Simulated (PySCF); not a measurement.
# BP86/6-31G(d) (spherical functions) run of C3H6O2 (glycidol)

What is the vertical ionisation energy of C3H6O2 (glycidol) at BP86/6-31G* (spherical functions)? Input form: a Python script.

Program for the calculation: PySCF 2.14.0.

2 further runs of the same task are left out: 1 that didn't finish, 1 set aside as unsound or not needed.

## Step 1: The structure to begin with

The species is C3H6O2 (11 atoms), meant as a singlet with charge 0. SMILES: `OCC1CO1`. Geometry: relaxed at PBE0-D4/def2-TZVP. This is a higher conformer, about 13 kJ/mol above the lowest found by a separate search.

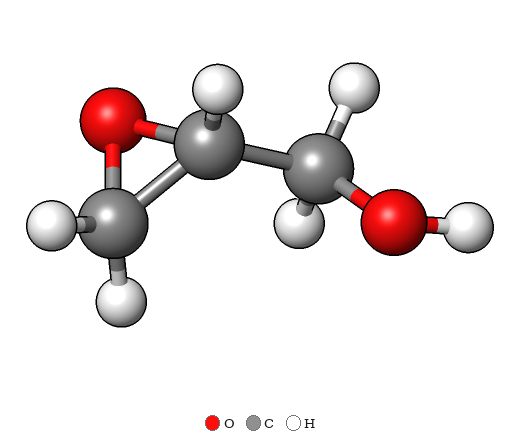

Viewed from a chosen angle; oxygen red, carbon grey, hydrogen white.

## Step 2: A single-point energy at BP86/6-31G(d) (spherical functions)

Input file input.xyz:

```xyz
11

O     -1.768800     0.140800    -0.697900
C     -0.917600    -0.298900     0.338700
C      0.336100     0.517700     0.274600
C      1.510600     0.042200    -0.443700
O      1.446200    -0.015200     0.973800
H     -2.628900    -0.268100    -0.583400
H     -0.652800    -1.359600     0.233600
H     -1.384400    -0.163200     1.324000
H      0.196400     1.591900     0.385000
H      2.221400     0.758500    -0.846900
H      1.467100    -0.919200    -0.949800
```

Input file input.py:

```python
from pyscf import gto, dft

mol = gto.M(
    atom='input.xyz',
    verbose=3,
    basis='6-31g*',
    max_memory=1860,
)

calc0 = dft.RKS(mol)
calc0.xc = 'bp86'
calc0.conv_tol = 1e-10
calc0.grids.level = 7
calc0.kernel()
if not calc0.converged:
    calc0 = calc0.newton().run(calc0.mo_coeff, calc0.mo_occ)

energy = calc0.e_tot
print('Final energy', energy)
```

The run is started by

```bash
OMP_NUM_THREADS=1 python input.py
```

Standard output:

```text
converged SCF energy = -268.301728727845
Final energy -268.30172872784516
```

Wall time 45 s (1 thread of Arm Neoverse V2, shared host); peak memory 0.45 GiB.

## Step 3: The doublet cation

Input file run.py:

```python
from pyscf import gto, dft

mol = gto.M(
    atom='''
O     -3.342548     0.266073    -1.318840
C     -1.734013    -0.564839     0.640050
C      0.635137     0.978311     0.518919
C      2.854620     0.079746    -0.838471
O      2.732922    -0.028724     1.840215
H     -4.967901    -0.506636    -1.102466
H     -1.233613    -2.569272     0.441440
H     -2.616137    -0.308403     2.501997
H      0.371142     3.008255     0.727545
H      4.197838     1.433357    -1.600409
H      2.772417    -1.737036    -1.794862
''',
    charge=1,
    verbose=3,
    basis='6-31g*',
    unit='bohr',
    spin=1,
    max_memory=1860,
)

ks = dft.UKS(mol)
ks.xc = 'bp86'
ks.conv_tol = 1e-10
ks.grids.level = 7
ks.kernel()
if not ks.converged:
    ks = ks.newton().run(ks.mo_coeff, ks.mo_occ)

energy = ks.e_tot
print('Final energy', energy)
```

The run is started by

```bash
OMP_NUM_THREADS=1 python run.py
```

Standard output:

```text
SCF not converged.
SCF energy = -267.956955365992 after 50 cycles  <S^2> = 0.75138047  2S+1 = 2.00138
converged SCF energy = -267.956955373841  <S^2> = 0.75138038  2S+1 = 2.0013799
Final energy -267.9569553738415
```

Run time: 5.4 min. Hardware: 1 thread of Arm Neoverse V2, shared host; peak memory 1.2 GiB.

## Step 4: What came out

Level: BP86/6-31G* (spherical functions).

| quantity | value |
| --- | --- |
| singlet C3H6O2: total energy | -268.30173 Eh |
| singlet C3H6O2: dipole moment | 1.64 D |
| singlet C3H6O2: HOMO energy | -5.94 eV |
| singlet C3H6O2: LUMO energy | 1.00 eV |
| singlet C3H6O2: HOMO–LUMO gap | 6.94 eV |
| doublet cation: total energy | -267.95696 Eh |
| doublet cation: HOMO energy (highest over α and β) | -12.87 eV |
| doublet cation: LUMO energy (lowest over α and β) | -12.77 eV |
| doublet cation: ⟨S²⟩ | 0.751 |
| vertical ionisation energy (to the doublet cation) | 9.382 eV |

**Reading.** Removing an electron at fixed nuclei costs 9.38 eV (905 kJ/mol). The negative HOMO energy of the first species, 5.94 eV, lies 3.44 eV below that difference.
